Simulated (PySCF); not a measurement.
SnH3(NHMe) (CH7NSn).

PySCF calculation, PBE0/def2-SVPD, gas phase; geometry: GFN2-xTB. Core potentials replace the inner electrons of Sn; spin–orbit coupling isn't included. No frequency check shows the geometry to be a minimum. GFN2-xTB bond lengths at metals and heavier atoms can be off by up to 0.1 Å and shapes distorted, which carries into these values.

Cartesian coordinates (Å):

```
Sn1     -0.5996   -0.0312    0.0025
H2      -1.4957    1.3462   -0.1814
H3      -0.7814   -1.0595   -1.2805
H4      -1.0602   -0.8452    1.4005
N5       1.3035    0.5983   -0.1079
C6       2.4225   -0.3100    0.0244
H7       1.4881    1.4395    0.4227
H8       2.5969   -0.6499    1.0509
H9       2.2470   -1.1860   -0.5968
H10      3.3273    0.1840   -0.3307
```

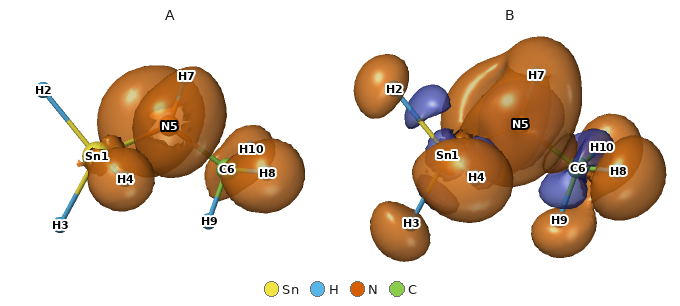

The Fukui function f⁻ from two separate SCF calculations and the density of the HOMO, at ±0.015 e/Å³ (orange positive, blue negative).

Q: Which panel is which, and how good is the frozen-orbital picture?

A: B is f⁻ (it has negative regions), A the HOMO density. The HOMO lies on N5 (59 %), Sn1 (10 %) and C6 (10 %); f⁻ (Hirshfeld-condensed) is largest on N5 (0.29); the vertical ionisation energy is 8.52 eV. Relaxation shifts 33 % of the electron between atoms. The orbital energy is −6.47 eV.

Run time: 2.3 min on 1 thread of Intel(R) Xeon(R) 6975P-C (Granite Rapids), with other jobs on the host, peak memory 0.7 GiB.
